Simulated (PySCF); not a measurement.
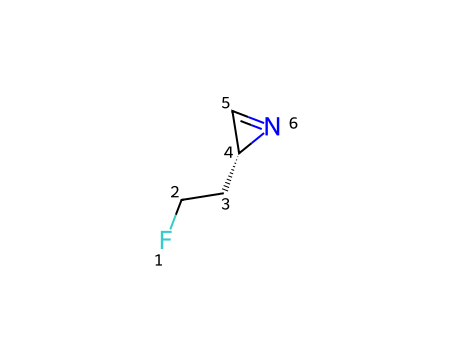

Skeletal drawing with numbered atoms; wedges and dashes mark any stereocentres. The configuration is that of a computed structure (GFN2-xTB).

### What are the Cahn–Ingold–Prelog descriptors?

C4: R.

### Write the isomeric SMILES.

FCC[C@@H]1C=N1
